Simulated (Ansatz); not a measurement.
Nudged elastic band, with input and output: HfN2H5Cl2 (part 1 of 2)

The run: nudged elastic band of HfN2H5Cl2, multiplicity 2. Method and program: UHF/def2-SVP (Ansatz 0.2.0).

The run did not end well. It belongs to a series of runs on one base structure; here: band between the two ends.

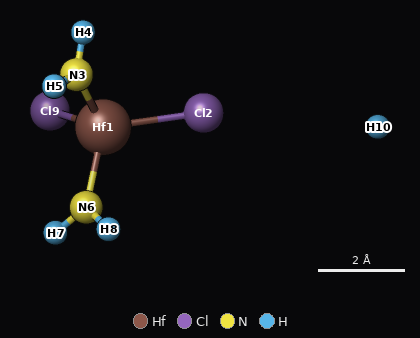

*The input geometry (ball-and-stick view, seen at a tilt; atoms are numbered from 1 in the order of the input). Sticks mark near contacts.*

The input:
```yaml
crystal:
  periodic: [false, false, false]
  atoms:
    - { symbol: Hf, position_ang: [-0.017308, -0.08343, -0.225943] }
    - { symbol: Cl, position_ang: [0.024517, -0.351333, 2.162213] }
    - { symbol: "N", position_ang: [1.898965, 0.0201, -0.883215] }
    - { symbol: H, position_ang: [2.623237, -0.650847, -0.684394] }
    - { symbol: H, position_ang: [2.286389, 0.73841, -1.469883] }
    - { symbol: "N", position_ang: [-0.885042, 1.668932, -0.7525] }
    - { symbol: H, position_ang: [-1.569674, 1.787027, -1.481327] }
    - { symbol: H, position_ang: [-0.749185, 2.55744, -0.298141] }
    - { symbol: Cl, position_ang: [-1.203869, -1.855651, -1.328865] }
    - { symbol: H, position_ang: [0.034369, 0.388752, 6.211155] }
magnetization:
  spin_polarized: true
  initial_magnetization: 1
basis:
  gaussian: { orbitals: def2-SVP }
hamiltonian:
  xc: hf
neb:
  order_check: false
  images: 7
  f_tol: 0.05
  max_iterations: 60
  final_atoms:
    - { symbol: Hf, position_ang: [0.04439397, 0.10192455, -0.45615018] }
    - { symbol: Cl, position_ang: [0.0987196, 0.06937587, 4.0039928] }
    - { symbol: "N", position_ang: [2.0211497, 0.05599885, -0.97793512] }
    - { symbol: H, position_ang: [2.67231472, -0.68751025, -0.78662872] }
    - { symbol: H, position_ang: [2.52776492, 0.77908591, -1.46146764] }
    - { symbol: "N", position_ang: [-0.9537516, 1.81729386, -0.94916163] }
    - { symbol: H, position_ang: [-1.92217484, 2.019505, -0.76293363] }
    - { symbol: H, position_ang: [-0.56374853, 2.62354061, -1.40871638] }
    - { symbol: Cl, position_ang: [-1.02691166, -1.72613105, 0.75330306] }
    - { symbol: H, position_ang: [-0.45535728, -0.83368336, 3.29479743] }
  initial_path:
    images:
      - { positions_ang: [[-0.017308, -0.08343, -0.225943], [0.024517, -0.351333, 2.162213], [1.898965, 0.0201, -0.883215], [2.623237, -0.650847, -0.684394], [2.286389, 0.73841, -1.469883], [-0.885042, 1.668932, -0.7525], [-1.569674, 1.787027, -1.481327], [-0.749185, 2.55744, -0.298141], [-1.203869, -1.855651, -1.328865], [0.034369, 0.388752, 6.211155]] }
      - { positions_ang: [[-0.01319619, -0.06237891, -0.16968827], [0.01860837, -0.2650785, 2.31392632], [1.94489179, 0.01477407, -0.84694698], [2.6122165, -0.71805025, -0.74367216], [2.36118305, 0.78288345, -1.3295152], [-0.92350085, 1.70369337, -0.74726204], [-1.69206943, 1.77911811, -1.36443065], [-0.69106759, 2.60005228, -0.42363641], [-1.20092677, -1.90453034, -1.20780599], [0.0262601, 0.28891673, 5.76813137]] }
      - { positions_ang: [[-0.00908437, -0.04132783, -0.11343355], [0.01269973, -0.178824, 2.46563964], [1.99081857, 0.00944814, -0.81067896], [2.601196, -0.78525349, -0.80295031], [2.43597711, 0.8273569, -1.18914739], [-0.96195969, 1.73845473, -0.74202408], [-1.81446485, 1.77120921, -1.24753429], [-0.63295017, 2.64266456, -0.54913182], [-1.19798454, -1.95340968, -1.08674698], [0.01815121, 0.18908146, 5.32510774]] }
      - { positions_ang: [[-0.00497256, -0.02027674, -0.05717882], [0.0067911, -0.0925695, 2.61735296], [2.03674536, 0.0041222, -0.77441094], [2.59017551, -0.85245674, -0.86222847], [2.51077116, 0.87183035, -1.04877959], [-1.00041854, 1.7732161, -0.73678612], [-1.93686028, 1.76330032, -1.13063794], [-0.57483276, 2.68527683, -0.67462724], [-1.1950423, -2.00228902, -0.96568797], [0.01004231, 0.08924619, 4.88208411]] }
      - { positions_ang: [[-0.00086074, 0.00077435, -0.00092409], [0.00088246, -0.00631499, 2.76906629], [2.08267215, -0.00120373, -0.73814292], [2.57915501, -0.91965998, -0.92150663], [2.58556522, 0.91630379, -0.90841178], [-1.03887739, 1.80797746, -0.73154816], [-2.05925571, 1.75539143, -1.01374159], [-0.51671534, 2.72788911, -0.80012265], [-1.19210007, -2.05116836, -0.84462896], [0.00193342, -0.01058907, 4.43906049]] }
      - { positions_ang: [[0.01045294, 0.0260619, -0.11473061], [0.02534175, 0.01260772, 3.07779792], [2.06729154, 0.01309692, -0.79809097], [2.60244494, -0.86162255, -0.88778715], [2.57111515, 0.88199932, -1.04667575], [-1.01759594, 1.81030656, -0.78595153], [-2.02498549, 1.82141982, -0.9510396], [-0.52847364, 2.70180199, -0.95227108], [-1.15080297, -1.96990904, -0.44514595], [-0.11238926, -0.21636265, 4.15299472]] }
      - { positions_ang: [[0.02176662, 0.05134945, -0.22853713], [0.04980103, 0.03153044, 3.38652955], [2.05191093, 0.02739756, -0.85803902], [2.62573486, -0.80358512, -0.85406767], [2.55666507, 0.84769485, -1.18493971], [-0.9963145, 1.81263566, -0.8403549], [-1.99071528, 1.88744821, -0.88833761], [-0.54023194, 2.67571486, -1.10441951], [-1.10950587, -1.88864971, -0.04566295], [-0.22671193, -0.42213622, 3.86692896]] }
      - { positions_ang: [[0.03308029, 0.076637, -0.34234366], [0.07426031, 0.05045315, 3.69526118], [2.03653032, 0.04169821, -0.91798707], [2.64902479, -0.74554769, -0.8203482], [2.542215, 0.81339038, -1.32320367], [-0.97503305, 1.81496476, -0.89475827], [-1.95644506, 1.95347661, -0.82563562], [-0.55199023, 2.64962774, -1.25656794], [-1.06820877, -1.80739038, 0.35382005], [-0.3410346, -0.62790979, 3.58086319]] }
      - { positions_ang: [[0.04439397, 0.10192455, -0.45615018], [0.0987196, 0.06937587, 4.0039928], [2.0211497, 0.05599885, -0.97793512], [2.67231472, -0.68751025, -0.78662872], [2.52776492, 0.77908591, -1.46146764], [-0.9537516, 1.81729386, -0.94916163], [-1.92217484, 2.019505, -0.76293363], [-0.56374853, 2.62354061, -1.40871638], [-1.02691166, -1.72613105, 0.75330306], [-0.45535728, -0.83368336, 3.29479743]] }
```

Launch command:
```bash
ansatz run input.yaml --threads 4 --pin off --max-ram 5120MiB --backend cpu --events-out ev --progress --plain --runs-dir out
```

Output:
```
Engine: ansatz 0.2.0, aarch64-unknown-linux-gnu
Functional definition: HF
  exchange = exact_x
  correlation = 0
1277 factors; integrals over basis functions are off by at most 2.8e-4 eV
mean field evaluation 1: about -29330.4720 eV, gradient 3.5e1 eV
mean field evaluation 2: about -29330.4752 eV, gradient 3.5e1 eV
mean field evaluation 4: about -29336.1790 eV, gradient 2.4e0 eV
mean field evaluation 8: about -29336.2297 eV, gradient 7.2e-4 eV
mean field -29336.22968789 eV, -1078.0865562191 hartree, gradient 2.4e-5 eV, S^2 0.750000; 0 other end points of the search recorded, 0 dependent functions left out
the calculation of the forces begins
reference -29336.22968789 eV, -1078.0865562191 hartree; 33, 32 occupied and 88, 89 virtual orbitals, 1277 factors
1282 factors; integrals over basis functions are off by at most 5.2e-4 eV
mean field evaluation 16: about -29335.3386 eV, gradient 1.5e0 eV
mean field evaluation 32: about -29333.8273 eV, gradient 8.3e-1 eV
mean field evaluation 64: about -29329.9839 eV, gradient 9.6e0 eV
mean field -29335.41694782 eV, -1078.0566885728 hartree, gradient 2.7e-5 eV, S^2 0.757740; 0 other end points of the search recorded, 0 dependent functions left out
[... from here on the field's lines of each further geometry are left out, up to the last ...]
NEB iter   1: max|band force component| = 8.441e1 eV/Å  barrier→ = 20.0587 eV  barrier← = 19.2460 eV  Δτ_max = 0.2000 Å  (761 SCF iters)
NEB iter   2: max|band force component| = 2.809e1 eV/Å  barrier→ = 6.2890 eV  barrier← = 5.4762 eV  Δτ_max = 0.2000 Å  (341 SCF iters)
NEB iter   3: max|band force component| = 1.582e1 eV/Å  barrier→ = 3.2011 eV  barrier← = 2.3883 eV  Δτ_max = 0.1994 Å  (339 SCF iters)
NEB iter   4: max|band force component| = 7.185e0 eV/Å  barrier→ = 1.6493 eV  barrier← = 0.8365 eV  Δτ_max = 0.2000 Å  (328 SCF iters)
NEB iter   5: max|band force component| = 3.039e0 eV/Å  barrier→ = 1.3495 eV  barrier← = 0.5367 eV  Δτ_max = 0.1989 Å  (341 SCF iters)
NEB iter   6: max|band force component| = 1.559e0 eV/Å  barrier→ = 2.0923 eV  barrier← = 1.2796 eV  Δτ_max = 0.2000 Å  (328 SCF iters)
NEB iter   7: max|band force component| = 1.359e0 eV/Å  barrier→ = 1.6633 eV  barrier← = 0.8506 eV  Δτ_max = 0.2000 Å  (319 SCF iters)
NEB iter   8: max|band force component| = 3.553e0 eV/Å  barrier→ = 1.6366 eV  barrier← = 0.8239 eV  Δτ_max = 0.1003 Å  (353 SCF iters)
NEB iter   9: max|band force component| = 9.691e-1 eV/Å  barrier→ = 1.2347 eV  barrier← = 0.4220 eV  Δτ_max = 0.2000 Å  (311 SCF iters)
NEB iter  10: max|band force component| = 1.969e0 eV/Å  barrier→ = 1.1700 eV  barrier← = 0.3573 eV  Δτ_max = 0.1001 Å  (319 SCF iters)
NEB iter  11: max|band force component| = 5.272e-1 eV/Å  barrier→ = 0.9479 eV  barrier← = 0.1352 eV  Δτ_max = 0.2000 Å  (300 SCF iters)
NEB iter  12: max|band force component| = 4.503e-1 eV/Å  barrier→ = 0.9541 eV  barrier← = 0.1414 eV  CI = image 5  Δτ_max = 0.2000 Å  (305 SCF iters)
NEB iter  13: max|band force component| = 9.744e-1 eV/Å  barrier→ = 0.9832 eV  barrier← = 0.1705 eV  CI = image 6  Δτ_max = 0.1009 Å  (303 SCF iters)
NEB iter  14: max|band force component| = 7.296e-1 eV/Å  barrier→ = 0.9343 eV  barrier← = 0.1216 eV  CI = image 5  Δτ_max = 0.2000 Å  (300 SCF iters)
NEB iter  15: max|band force component| = 4.859e-1 eV/Å  barrier→ = 0.9033 eV  barrier← = 0.0905 eV  CI = image 5  Δτ_max = 0.2000 Å  (299 SCF iters)
NEB iter  16: max|band force component| = 6.494e-1 eV/Å  barrier→ = 0.8846 eV  barrier← = 0.0718 eV  CI = image 5  Δτ_max = 0.2000 Å  (306 SCF iters)
NEB iter  17: max|band force component| = 1.604e0 eV/Å  barrier→ = 1.1824 eV  barrier← = 0.3697 eV  CI = image 6  Δτ_max = 0.1000 Å  (308 SCF iters)
NEB iter  18: max|band force component| = 1.199e0 eV/Å  barrier→ = 0.9963 eV  barrier← = 0.1836 eV  CI = image 6  Δτ_max = 0.1998 Å  (295 SCF iters)
NEB iter  19: max|band force component| = 1.593e0 eV/Å  barrier→ = 0.8773 eV  barrier← = 0.0646 eV  CI = image 5  Δτ_max = 0.1974 Å  (301 SCF iters)
NEB iter  20: max|band force component| = 1.625e0 eV/Å  barrier→ = 1.0056 eV  barrier← = 0.1929 eV  CI = image 5  Δτ_max = 0.2000 Å  (303 SCF iters)
NEB iter  21: max|band force component| = 1.320e0 eV/Å  barrier→ = 0.9808 eV  barrier← = 0.1681 eV  CI = image 5  Δτ_max = 0.1999 Å  (310 SCF iters)
NEB iter  22: max|band force component| = 2.126e0 eV/Å  barrier→ = 1.0321 eV  barrier← = 0.2194 eV  CI = image 4  Δτ_max = 0.2000 Å  (328 SCF iters)
NEB iter  23: max|band force component| = 8.777e-1 eV/Å  barrier→ = 1.0257 eV  barrier← = 0.2129 eV  CI = image 5  Δτ_max = 0.1986 Å  (323 SCF iters)
NEB iter  24: max|band force component| = 1.242e0 eV/Å  barrier→ = 1.0982 eV  barrier← = 0.2854 eV  CI = image 5  Δτ_max = 0.1994 Å  (300 SCF iters)
NEB iter  25: max|band force component| = 1.313e0 eV/Å  barrier→ = 1.1808 eV  barrier← = 0.3681 eV  CI = image 5  Δτ_max = 0.2000 Å  (322 SCF iters)
NEB iter  26: max|band force component| = 9.036e-1 eV/Å  barrier→ = 1.2136 eV  barrier← = 0.4008 eV  CI = image 5  Δτ_max = 0.2000 Å  (316 SCF iters)
NEB iter  27: max|band force component| = 7.365e-1 eV/Å  barrier→ = 1.1732 eV  barrier← = 0.3604 eV  CI = image 5  Δτ_max = 0.2000 Å  (302 SCF iters)
NEB iter  28: max|band force component| = 7.269e-1 eV/Å  barrier→ = 1.1462 eV  barrier← = 0.3334 eV  CI = image 5  Δτ_max = 0.2000 Å  (312 SCF iters)
NEB iter  29: max|band force component| = 7.787e-1 eV/Å  barrier→ = 1.1409 eV  barrier← = 0.3281 eV  CI = image 5  Δτ_max = 0.1988 Å  (303 SCF iters)
NEB iter  30: max|band force component| = 1.220e0 eV/Å  barrier→ = 1.3569 eV  barrier← = 0.5441 eV  CI = image 5  Δτ_max = 0.1990 Å  (312 SCF iters)
NEB iter  31: max|band force component| = 1.799e0 eV/Å  barrier→ = 1.5856 eV  barrier← = 0.7728 eV  CI = image 5  Δτ_max = 0.1995 Å  (310 SCF iters)
NEB iter  32: max|band force component| = 1.659e0 eV/Å  barrier→ = 1.7215 eV  barrier← = 0.9087 eV  CI = image 5  Δτ_max = 0.1967 Å  (296 SCF iters)
NEB iter  33: max|band force component| = 1.366e0 eV/Å  barrier→ = 1.7929 eV  barrier← = 0.9802 eV  CI = image 5  Δτ_max = 0.1963 Å  (302 SCF iters)
NEB iter  34: max|band force component| = 1.345e0 eV/Å  barrier→ = 1.8418 eV  barrier← = 1.0291 eV  CI = image 5  Δτ_max = 0.1986 Å  (298 SCF iters)
NEB iter  35: max|band force component| = 1.162e0 eV/Å  barrier→ = 1.7939 eV  barrier← = 0.9812 eV  CI = image 5  Δτ_max = 0.1999 Å  (298 SCF iters)
NEB iter  36: max|band force component| = 1.427e0 eV/Å  barrier→ = 1.8277 eV  barrier← = 1.0150 eV  CI = image 5  Δτ_max = 0.2000 Å  (302 SCF iters)
NEB iter  37: max|band force component| = 1.276e0 eV/Å  barrier→ = 1.8097 eV  barrier← = 0.9970 eV  CI = image 5  Δτ_max = 0.1990 Å  (309 SCF iters)
NEB iter  38: max|band force component| = 1.358e0 eV/Å  barrier→ = 1.8596 eV  barrier← = 1.0468 eV  CI = image 5  Δτ_max = 0.2000 Å  (317 SCF iters)
NEB iter  39: max|band force component| = 1.482e0 eV/Å  barrier→ = 1.8788 eV  barrier← = 1.0661 eV  CI = image 5  Δτ_max = 0.2000 Å  (317 SCF iters)
NEB iter  40: max|band force component| = 1.606e0 eV/Å  barrier→ = 1.9290 eV  barrier← = 1.1163 eV  CI = image 5  Δτ_max = 0.1975 Å  (302 SCF iters)
NEB iter  41: max|band force component| = 1.830e0 eV/Å  barrier→ = 1.9982 eV  barrier← = 1.1854 eV  CI = image 5  Δτ_max = 0.1987 Å  (305 SCF iters)
NEB iter  42: max|band force component| = 1.772e0 eV/Å  barrier→ = 2.0583 eV  barrier← = 1.2456 eV  CI = image 5  Δτ_max = 0.2000 Å  (310 SCF iters)
NEB iter  43: max|band force component| = 1.950e0 eV/Å  barrier→ = 2.1507 eV  barrier← = 1.3379 eV  CI = image 5  Δτ_max = 0.2000 Å  (309 SCF iters)
NEB iter  44: max|band force component| = 2.043e0 eV/Å  barrier→ = 2.2549 eV  barrier← = 1.4422 eV  CI = image 5  Δτ_max = 0.2000 Å  (318 SCF iters)
NEB iter  45: max|band force component| = 2.142e0 eV/Å  barrier→ = 2.3592 eV  barrier← = 1.5464 eV  CI = image 5  Δτ_max = 0.2000 Å  (315 SCF iters)
NEB iter  46: max|band force component| = 2.326e0 eV/Å  barrier→ = 2.5957 eV  barrier← = 1.7830 eV  CI = image 5  Δτ_max = 0.2000 Å  (309 SCF iters)
NEB iter  47: max|band force component| = 2.554e0 eV/Å  barrier→ = 2.9105 eV  barrier← = 2.0978 eV  CI = image 5  Δτ_max = 0.2000 Å  (311 SCF iters)
NEB iter  48: max|band force component| = 1.729e0 eV/Å  barrier→ = 3.0944 eV  barrier← = 2.2817 eV  CI = image 5  Δτ_max = 0.1964 Å  (316 SCF iters)
NEB iter  49: max|band force component| = 1.238e0 eV/Å  barrier→ = 2.6249 eV  barrier← = 1.8122 eV  CI = image 5  Δτ_max = 0.2000 Å  (317 SCF iters)
NEB iter  50: max|band force component| = 1.202e0 eV/Å  barrier→ = 2.3184 eV  barrier← = 1.5057 eV  CI = image 5  Δτ_max = 0.1953 Å  (306 SCF iters)
NEB iter  51: max|band force component| = 1.488e0 eV/Å  barrier→ = 2.1247 eV  barrier← = 1.3119 eV  CI = image 5  Δτ_max = 0.1951 Å  (307 SCF iters)
NEB iter  52: max|band force component| = 1.173e0 eV/Å  barrier→ = 2.0794 eV  barrier← = 1.2667 eV  CI = image 5  Δτ_max = 0.1962 Å  (303 SCF iters)
NEB iter  53: max|band force component| = 1.767e0 eV/Å  barrier→ = 2.0038 eV  barrier← = 1.1911 eV  CI = image 5  Δτ_max = 0.1000 Å  (299 SCF iters)
NEB iter  54: max|band force component| = 6.319e-1 eV/Å  barrier→ = 2.0450 eV  barrier← = 1.2323 eV  CI = image 5  Δτ_max = 0.1042 Å  (308 SCF iters)
NEB iter  55: max|band force component| = 3.627e-1 eV/Å  barrier→ = 2.0140 eV  barrier← = 1.2013 eV  CI = image 5  Δτ_max = 0.1338 Å  (293 SCF iters)
NEB iter  56: max|band force component| = 9.022e-1 eV/Å  barrier→ = 1.9700 eV  barrier← = 1.1573 eV  CI = image 5  Δτ_max = 0.0667 Å  (297 SCF iters)
NEB iter  57: max|band force component| = 1.909e-1 eV/Å  barrier→ = 1.9688 eV  barrier← = 1.1560 eV  CI = image 5  Δτ_max = 0.0547 Å  (297 SCF iters)
NEB iter  58: max|band force component| = 2.506e-1 eV/Å  barrier→ = 1.9598 eV  barrier← = 1.1471 eV  CI = image 5  Δτ_max = 0.1274 Å  (278 SCF iters)
NEB iter  59: max|band force component| = 2.979e-1 eV/Å  barrier→ = 1.9552 eV  barrier← = 1.1425 eV  CI = image 5  Δτ_max = 0.0642 Å  (288 SCF iters)
the calculation of the forces begins
reference -29335.41101527 eV, -1078.0564705556 hartree; 33, 32 occupied and 88, 89 virtual orbitals, 1283 factors
these checks for a lower state are left out or cut short: starts, cluster_reference, orbital_swaps, neighbouring_geometries, increment
1282 factors; integrals over basis functions are off by at most 5.1e-4 eV
mean field -29335.38472975 eV, -1078.0555045802 hartree, gradient 7.2e-5 eV, S^2 0.755489; 0 other end points of the search recorded, 0 dependent functions left out
the calculation of the forces begins
reference -29335.38472975 eV, -1078.0555045802 hartree; 33, 32 occupied and 88, 89 virtual orbitals, 1282 factors
NEB iter  60: max|band force component| = 1.631e-1 eV/Å  barrier→ = 1.9507 eV  barrier← = 1.1380 eV  CI = image 5  Δτ_max = 0.0370 Å  (284 SCF iters)
```
